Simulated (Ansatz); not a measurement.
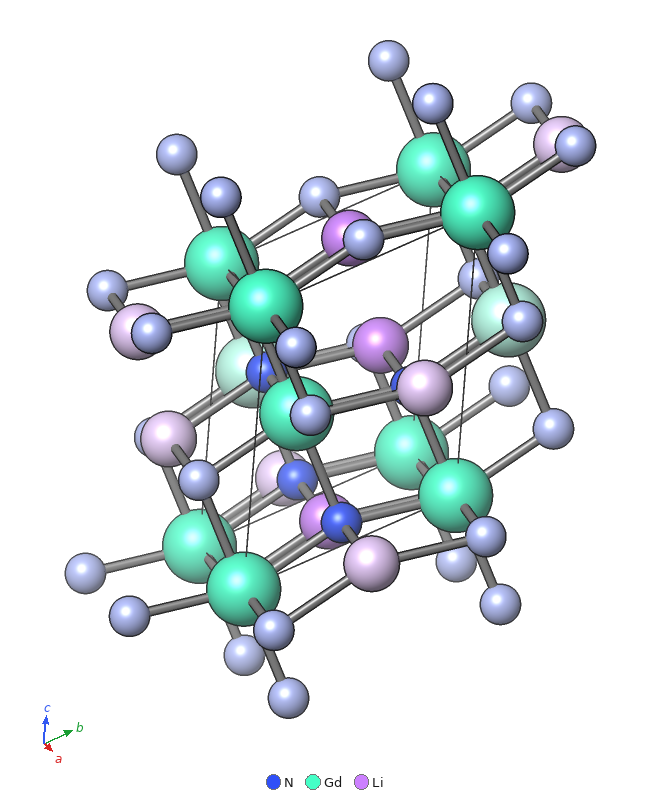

Structure drawing (ball-and-stick), viewed slightly off an axis. The frame is the simulation cell; atoms at its boundary are shown with their periodic copies. Bonded neighbours in the next cells are drawn too, in fainter colours.

Electronic-structure method: DFT, PAW plane waves, r2SCAN (Ansatz). Parameters: a cutoff energy of 500 eV, k-points on a 5×5×5 grid, Fermi-Dirac smearing of 0.024 eV, collinear spins. The state is ferrimagnetic.

Question: What net charge does each kind of atom have (Bader)?

Answer: Li +0.89 e; Gd +1.90 e; N -1.39 e.

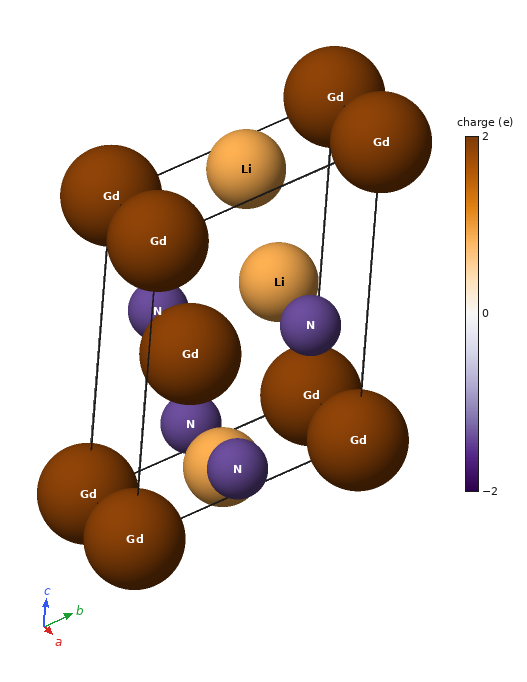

The atoms coloured by those charges.

The cell started as a generated cell, made by putting these elements into a known structure type (the compound may or may not exist in this form). Relaxation method: DFT, PAW plane waves, r2SCAN (Ansatz 0.2.0).
